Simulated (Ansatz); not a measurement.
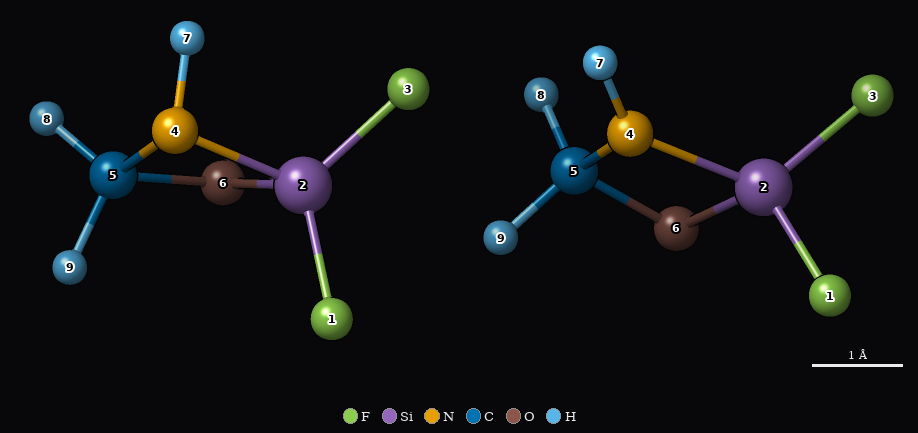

Two geometries of CH₃F₂NOSi (coarse preliminary run), drawn at one scale. One is the start of a relaxation, the other its converged end. The picture is a ball-and-stick view, seen at a tilt.

These are results of RKS PBE-D4/def2-SVP (Ansatz), not measurements. Settings: force threshold 0.03 eV/Å; at most 200 steps.

Question: Which geometry has the lower energy?

Answer: The right one is the relaxed one. The start comes from a force field. After 13 accepted moves (14 points after the start) the energy has fallen by 24.9 kcal/mol. The largest force component goes from 4.2 to 0.0096 eV/Å. The line search rejected the trial step at point 13 of the run. The largest move after the best rigid fit is that of H7, 0.88 Å. Largest moves by element: H 0.88 Å, F 0.54 Å, O 0.51 Å, C 0.11 Å, N 0.06 Å, Si 0.05 Å. Some distances before and after: Si2–N4 1.665 → 1.712 Å, C5–H8 1.073 → 1.115 Å, Si2–O6 1.651 → 1.684 Å, Si2–F3 1.588 → 1.620 Å. Among the angles between lasting bonds that change: Si2–N4–H7 101.5° → 138.2°, C5–N4–H7 106.1° → 123.0°, F1–Si2–F3 117.8° → 103.2°. Groups turn about C5–O6 by about 25°, Si2–O6 by about 20°.
